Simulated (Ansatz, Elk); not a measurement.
**YAl2Fe3: X-ray structure factors from the self-consistent density**

The structure of YAl2Fe3 used here is made up (a known structure type with other elements) and was relaxed beforehand with PBEsol. The aim is the Fourier transform of its all-electron density, F(hkl), set beside the sum over free spherical atoms that refinements use.

Method: DFT, PBE, all-electron APW+lo, Dirac cores, scalar-relativistic bands, static density, ferromagnetic start, in Elk 11.2.3 (patched build).

The structure was built from a prototype and need not be the compound's stable phase.

## Step 1: Starting point

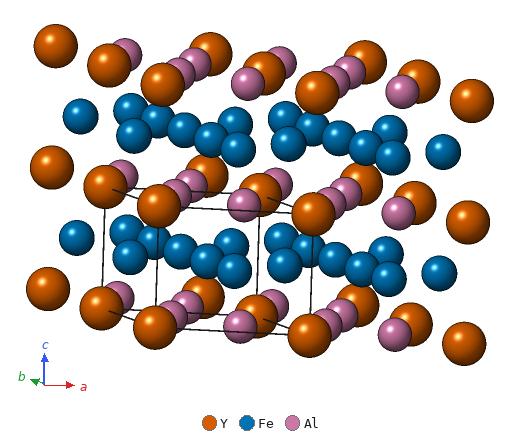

The starting structure, seen slightly off an axis (yttrium orange, iron blue, aluminium pink). 2×2×2 cells are drawn. Some periodic images of atoms are drawn too.

## Step 2: Ground state and structure factors

An all-electron density is needed, since X-rays see the cores too. Task 0 finds the density and task 195 Fourier-transforms it; tshift is off so that phases refer to the origin typed.

Contents of elk.in:

```
tasks
  0
  195
  196

xctype
  20

spinpol
  .true.

rgkmax
  7.0

gmaxvr
  14.0

lmaxo
  7

lmaxapw
  8

swidth
  0.002

tshift
  .false.

ramdisk
  .false.

hmaxvr
  5.5

maxscl
  120

epspot
  1e-06

reducebf
  0.8

sppath
  './'

avec
  9.62397452021 0.00000000000 0.00000000000
  -4.81198726010 8.33460641987 0.00000000000
  0.00000000000 0.00000000000 7.49924658211

atoms
  3
  'Y.in'
  1
  0.0000000000 0.0000000000 0.0000000000   0.000000 0.000000 0.000000
  'Fe.in'
  3
  0.0000000000 0.5000000000 0.5000000000   0.000000 0.000000 -0.090000
  0.5000000000 0.5000000000 0.5000000000   0.000000 0.000000 -0.090000
  0.5000000000 0.0000000000 0.5000000000   0.000000 0.000000 -0.090000
  'Al.in'
  2
  0.6666666667 0.3333333333 0.0000000000   0.000000 0.000000 0.000000
  0.3333333333 0.6666666667 0.0000000000   0.000000 0.000000 0.000000

ngridk
  5 5 5
```

The run is started by

```
OMP_NUM_THREADS=4 elk
```

Numbers of over 12 decimals in the logs are rounded to 6 here.

Log:

```text
┌─────────────────────────┐
│ Elk code version 11.2.3 │
└─────────────────────────┘

All units are atomic (Hartree, Bohr, etc.)

┌─────────────────────────────────────────────────┐
│ Ground-state run starting from atomic densities │
└─────────────────────────────────────────────────┘

Lattice vectors :
   9.623974520       0.000000000       0.000000000
  -4.811987260       8.334606420       0.000000000
   0.000000000       0.000000000       7.499246582

Reciprocal lattice vectors :
  0.6528680322      0.3769335341      -0.000000000
   0.000000000      0.7538670683       0.000000000
   0.000000000      -0.000000000      0.8378422070

Unit cell volume      :    601.5298655
Brillouin zone volume :   0.4123655826

Muffin-tin inner radius fraction :   0.1000000000E-01

Nuclei treated as point charges

Species : 1 (Y)
 parameters loaded from : Y.in
 name : yttrium
 nuclear charge    :   -39.00000000
 electronic charge :    39.00000000
 atomic mass :    162065.4503
 muffin-tin radius :    2.600000000
 number of radial points in muffin-tin :   1193
 inner part over the whole radius :   0.9871815862E-02
 number on inner part of muffin-tin    :    847
 approximate nuclear radius :   0.8135895711E-04
 number of mesh points to nuclear radius :    416
 atomic positions (lattice), magnetic fields (Cartesian) :
  1 :   0.00000000  0.00000000  0.00000000    0.00000000  0.00000000  0.00000000

Species : 2 (Fe)
 parameters loaded from : Fe.in
 name : iron
 nuclear charge    :   -26.00000000
 electronic charge :    26.00000000
 atomic mass :    101799.2075
 muffin-tin radius :    2.380993630
 number of radial points in muffin-tin :    993
 inner part over the whole radius :   0.9919501834E-02
 number on inner part of muffin-tin    :    700
 approximate nuclear radius :   0.7160107270E-04
 number of mesh points to nuclear radius :    332
 atomic positions (lattice), magnetic fields (Cartesian) :
  1 :   0.00000000  0.50000000  0.50000000    0.00000000  0.00000000 -0.09000000
  2 :   0.50000000  0.50000000  0.50000000    0.00000000  0.00000000 -0.09000000
  3 :   0.50000000  0.00000000  0.50000000    0.00000000  0.00000000 -0.09000000

Species : 3 (Al)
 parameters loaded from : Al.in
 name : aluminium
 nuclear charge    :   -13.00000000
 electronic charge :    13.00000000
 atomic mass :    49184.33496
 muffin-tin radius :    2.200000000
 number of radial points in muffin-tin :    793
 inner part over the whole radius :   0.9821194981E-02
 number on inner part of muffin-tin    :    552
 approximate nuclear radius :   0.5839653600E-04
 number of mesh points to nuclear radius :    244
 atomic positions (lattice), magnetic fields (Cartesian) :
  1 :  -0.33333333  0.33333333  0.00000000    0.00000000  0.00000000  0.00000000
  2 :   0.33333333 -0.33333333  0.00000000    0.00000000  0.00000000  0.00000000

Total number of atoms per unit cell :    6
Total muffin-tin volume :    332.4495843
 ratio of muffin-tin to unit cell volume :   0.5526734472

Spin treatment :
 spin-polarised
 global magnetic field (Cartesian) :    0.000000000       0.000000000       0.000000000
 collinear magnetisation in z-direction

Number of Bravais lattice symmetries :   24
Number of crystal symmetries         :   24
Crystal has inversion symmetry
Real symmetric eigensolver will be used

k-point grid :      5     5     5
k-point offset :    0.000000000       0.000000000       0.000000000
k-point set is reduced with full crystal symmetry group
Total number of k-points :       15

Muffin-tin radius times maximum |G+k| :    7.000000000
 using average radius
Maximum |G+k| for APW functions       :    2.969670986
Maximum (1/2)|G+k|²                   :    4.409472881
Maximum |G| for potential and density :    14.00000000
Constant for pseudocharge density :    9
 order of it for each species :   16  16  16
 order of it for pair densities of each species (exact exchange by exxq0 0: 17) :   12  10   8
Radial integration step length :    1

G-vector grid sizes :     45    45    35
[...]
Absolute change in total energy (target)   :    5.072795651     (  0.1000000000E-03)

[... loops 3 to 23 left out ...]

┌──────────────────┐
│ Loop number : 24 │
└──────────────────┘

Energies :
 Fermi                       :     0.297140
 sum of occupied eigenvalues :     -4466.3055449173
 electron kinetic            :      7849.9584197513
 core electron kinetic       :      7246.7191051741
 Coulomb                     :     -15224.809149942
 Coulomb potential           :     -11907.174522662
 nuclear-nuclear             :     -1132.0119643103
 electron-nuclear            :     -16312.074810803
 Hartree                     :      2219.2776251716
 Madelung                    :     -9271.2218886107
 xc potential                :     -408.85087520820
 xc effective B-field        :    -0.238559
 external B-field            :      0.000000
 exchange                    :     -308.33133880362
 correlation                 :     -6.635772
 electron entropic           :    -0.15240359510609E-02
 total energy                :     -7689.8193654319
 (external B-field energy excluded from total)

Density of states at Fermi energy :    117.9387606
 (states/Hartree/unit cell)

Estimated indirect band gap :   0.4161846549E-03
 from k-point 5 to k-point 10
Estimated direct band gap   :   0.1348911266E-02
 at k-point 7

Charges :
 core                        :    66.00000000
 valence                     :    77.00000000
 interstitial                :    7.748958336
 muffin-tins (core leakage)
  species : 1 (Y)
[...]
species : 2 (Fe)
[...]
species : 3 (Al)
[...]
total in muffin-tins        :    135.2510417
 total calculated charge     :    142.9987606
 total charge                :    143.0000000
 error                       :   0.1239421029E-02

Moments :
 interstitial                :  -0.3844772989
 muffin-tins
  species : 1 (Y)
[...]
species : 2 (Fe)
[...]
species : 3 (Al)
[...]
total in muffin-tins        :    5.439376363
 total moment                :    5.054899064

RMS change in Kohn-Sham potential (target) :   0.5673244276E-06 (  0.1000000000E-05)
Absolute change in total energy (target)   :   0.1680877722E-04 (  0.1000000000E-03)

Convergence targets achieved

┌──────────────────┐
│ Loop number : 25 │
└──────────────────┘

Energies :
 Fermi                       :     0.297140
 sum of occupied eigenvalues :     -4466.3055379626
 electron kinetic            :      7849.9583960291
 core electron kinetic       :      7246.7191032694
 Coulomb                     :     -15224.809125493
 Coulomb potential           :     -11907.174532768
 nuclear-nuclear             :     -1132.0119643103
 electron-nuclear            :     -16312.074753233
 Hartree                     :      2219.2775920504
 Madelung                    :     -9271.2218591086
 xc potential                :     -408.85083992274
 xc effective B-field        :    -0.238554
 external B-field            :      0.000000
 exchange                    :     -308.33133428007
 correlation                 :     -6.635773
 electron entropic           :    -0.15240798833785E-02
 total energy                :     -7689.8193604518
 (external B-field energy excluded from total)

Density of states at Fermi energy :    117.9423398
 (states/Hartree/unit cell)

Estimated indirect band gap :   0.4172642044E-03
 from k-point 5 to k-point 10
Estimated direct band gap   :   0.1349064536E-02
 at k-point 7

Charges :
 core                        :    66.00000000
 valence                     :    77.00000000
 interstitial                :    7.748958470
 muffin-tins (core leakage)
  species : 1 (Y)
[...]
species : 2 (Fe)
[...]
atom 3                    :    25.15125258     ( -0.2253523448E-06)
  species : 3 (Al)
   atom 1                    :    11.45432706     (  0.4907553737E-03)
   atom 2                    :    11.45432706     (  0.4907553737E-03)
 total in muffin-tins        :    135.2510415
 total calculated charge     :    142.9987606
 total charge                :    143.0000000
 error                       :   0.1239420493E-02

Moments :
 interstitial                :  -0.3844665033
 muffin-tins
  species : 1 (Y)
[...]
species : 2 (Fe)
[...]
atom 3                    :    1.922577519
  species : 3 (Al)
   atom 1                    :  -0.6412870700E-01
   atom 2                    :  -0.6412870700E-01
 total in muffin-tins        :    5.439336014
 total moment                :    5.054869510

┌──────────────────────────────┐
│ Self-consistent loop stopped │
└──────────────────────────────┘

Warning : core states of species 3 leak from the muffin-tin :   0.4907553737E-03

Wrote STATE.OUT
```

Wall time 3.1 min (4 threads of AMD EPYC 7B13 (Zen 3), shared host); peak memory 0.59 GiB.

SFACRHO.OUT:

```text

h k l indices transformed by vhmat matrix:
   1.000000000       0.000000000       0.000000000    
   0.000000000       1.000000000       0.000000000    
   0.000000000       0.000000000       1.000000000    

      h      k      l  multipl.   |H|            Re(F)            Im(F)           |F|

      0      0      0      1   0.0000000       143.00000      0.86336982E-16   143.00000    
      0      1      0      6  0.75386707      0.29873645     -0.10434880E-13  0.29873645    
      0      0     -1      2  0.83784221      -13.315347      0.20212095E-13   13.315347    
      0     -1     -1     12   1.1270737       43.498145     -0.21913248E-13   43.498145    
     -2      1      0      6   1.3057361       29.014985     -0.30074245E-13   29.014985    
     -2      0      0      6   1.5077341       77.702501      -0.0000000       77.702501    
     -1     -1      1     12   1.5514272       65.141310      0.55960946E-14   65.141310    
      0      0      2      2   1.6756844       99.348969      0.34567376E-13   99.348969    
     -2      2      1     12   1.7248889      -33.775529     -0.34435103E-13   33.775529    
      1      0     -2     12   1.8374531       2.0473063      0.52174399E-14   2.0473063    
     -2      3      0     12   1.9945448       2.0586662     -0.54261375E-13   2.0586662    
      2     -1      2     12   2.1243505       25.008042      0.28418276E-13   25.008042    
     -2      3     -1     24   2.1633743       33.840501      0.62609279E-13   33.840501    
      0      2     -2     12   2.2541474       64.122895      -0.0000000       64.122895    
      3      0      0      6   2.2616012       24.404840     -0.45874366E-13   24.404840    
      0     -3      1     12   2.4118084       53.435480     -0.96774084E-13   53.435480    
      0      0     -3      2   2.5135266      -5.5119182      0.61415809E-13   5.5119182    
      1      2      2     24   2.6050196       2.4727127     -0.15652320E-13   2.4727127
```

Elk indexes on the primitive cell of elk.in and gives |H| = 4π sin θ/λ in inverse bohr. Below, one row stands for each form hkl of the conventional cell (m members, Friedel mates merged), F is for one primitive cell and the density is static (no thermal factor). Free-atom factors are Waasmaier and Kirfel's, and R is Σm||F|−|F'||/Σm|F|.

```csv
hkl,m,sin θ/λ (Å⁻¹),"abs F, DFT",neutral atoms,diff.
100,6,0.113,0.299,0.597,-0.298
001,2,0.126,13.315,12.917,+0.398
101,12,0.170,43.498,43.435,+0.063
110,6,0.196,29.015,29.060,-0.045
200,6,0.227,77.703,78.134,-0.432
111,12,0.233,65.141,65.487,-0.345
002,2,0.252,99.349,100.181,-0.832
201,12,0.259,33.776,34.381,-0.605
102,12,0.276,2.047,1.781,+0.266
210,12,0.300,2.059,1.873,+0.186
112,12,0.320,25.008,24.918,+0.090
211,24,0.325,33.840,33.906,-0.066
202,12,0.339,64.123,64.259,-0.136
300,6,0.340,24.405,24.336,+0.069
301,12,0.363,53.435,53.447,-0.012
003,2,0.378,5.512,5.554,-0.042
212,24,0.392,2.473,2.386,+0.087
220,6,0.393,79.043,79.076,-0.033
```

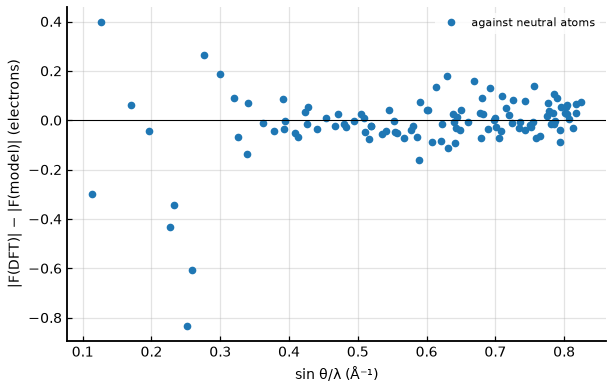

Difference between the calculated structure factors and the independent-atom ones.

## Step 3: The magnetisation density

The same run holds the spin density, and task 196 transforms it. The order is that of the start, and no other was tried.

SFACMAG_1.OUT:

```text

h k l indices transformed by vhmat matrix:
   1.000000000       0.000000000       0.000000000    
   0.000000000       1.000000000       0.000000000    
   0.000000000       0.000000000       1.000000000    

      h      k      l  multipl.   |H|            Re(F)            Im(F)           |F|

      0      0      0      1   0.0000000       5.0548697      0.61004464E-17   5.0548697    
      0      1      0      6  0.75386707      -1.8895181     -0.11199153E-14   1.8895181    
      0      0     -1      2  0.83784221      -5.1673954      0.15619455E-14   5.1673954    
      0     -1     -1     12   1.1270737       1.4808902     -0.14561956E-14   1.4808902    
     -2      1      0      6   1.3057361      -1.5689986     -0.21542773E-14   1.5689986    
     -2      0      0      6   1.5077341       3.8899263      0.32608999E-16   3.8899263    
     -1     -1      1     12   1.5514272       1.2865361      0.62253598E-16   1.2865361    
      0      0      2      2   1.6756844       3.3864133      0.21286640E-14   3.3864133    
     -2      2      1     12   1.7248889      -3.3276660     -0.26071914E-14   3.3276660    
      1      0     -2     12   1.8374531     -0.98514912      0.44222771E-15  0.98514912    
     -2      3      0     12   1.9945448     -0.96511509     -0.30270323E-14  0.96511509    
      2     -1      2     12   2.1243505     -0.88070276      0.14698302E-14  0.88070276    
     -2      3     -1     24   2.1633743      0.82177793      0.32461319E-14  0.82177793    
      0      2     -2     12   2.2541474       2.2653601     -0.20890140E-15   2.2653601    
      3      0      0      6   2.2616012     -0.65511320     -0.21853125E-14  0.65511320    
      0     -3      1     12   2.4118084      0.57035697     -0.46132818E-14  0.57035697
```

The total moment is 5.05 μB a cell; sphere moments: Y1 -0.20, Fe2 +1.92, Fe3 +1.92, Fe4 +1.92, Al5 -0.06, Al6 -0.06 μB. Polarised neutrons measure spin and orbital magnetisation together; without spin-orbit coupling the run gives the spin part:

```csv
hkl,sin θ/λ (Å⁻¹),abs F_M (μB)
100,0.113,1.889
001,0.126,5.167
101,0.170,1.481
110,0.196,1.569
200,0.227,3.890
111,0.233,1.286
002,0.252,3.386
201,0.259,3.328
102,0.276,0.985
210,0.300,0.965
112,0.320,0.881
211,0.325,0.822
202,0.339,2.265
300,0.340,0.655
```

[end of part 1 of 2]

[Logs are printed without paths, hosts, clocks, repeated set-up lines and the standing remarks that a program may print on its own settings, such as how far it seeks lower states.]

[Hosts, paths, dates, database ids (printed as entryN), source tags and the programs' standing remarks are cut or masked in the printed files.]
